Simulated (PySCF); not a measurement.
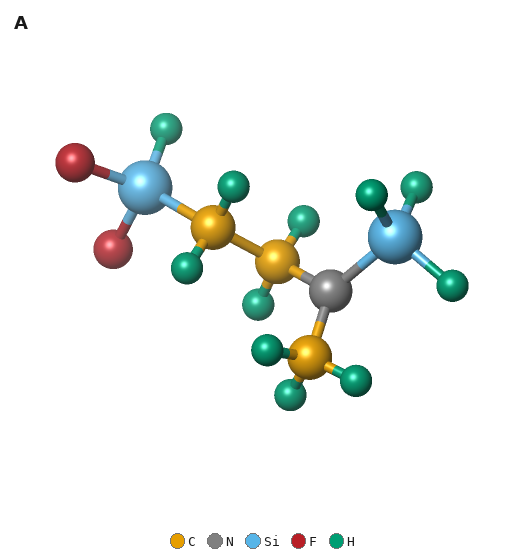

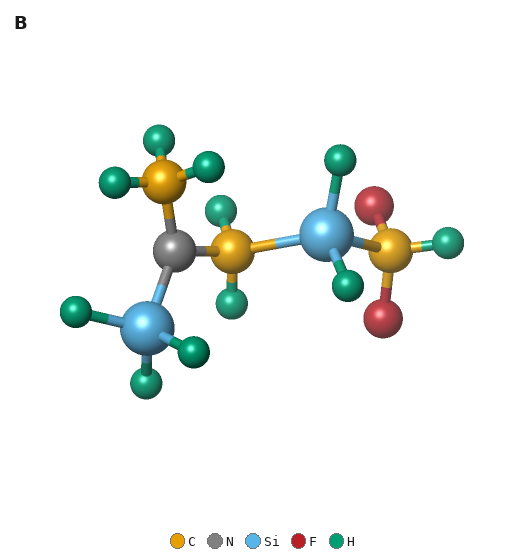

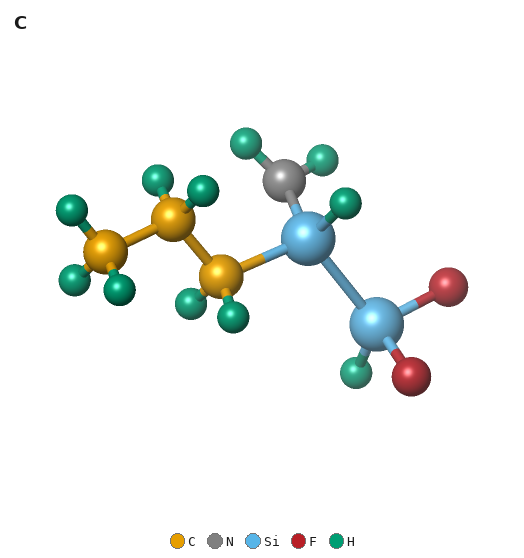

3 stationary structures of one formula. Geometries: GFN2-xTB. Electronic energies: PBE0/pcSseg-1 (PySCF 2.14.0), without zero-point energy. No frequency run is at hand to confirm each as a minimum. Each is one conformer, not always the lowest.

### Which is lowest in energy, and by how much?

C is lowest; A lies 16.4 kcal/mol above it, B lies 108.5 kcal/mol above it. A is `CN([SiH3])CC[SiH](F)F`, B is `CN([SiH3])C[SiH2]C(F)F`, C is `CCC[Si@H](N)[SiH](F)F`.

The geometry is semi-empirical. Around Si such bond lengths and angles can be off by a tenth of an ångström or more and by several degrees, and values that hang on the shape move with them.
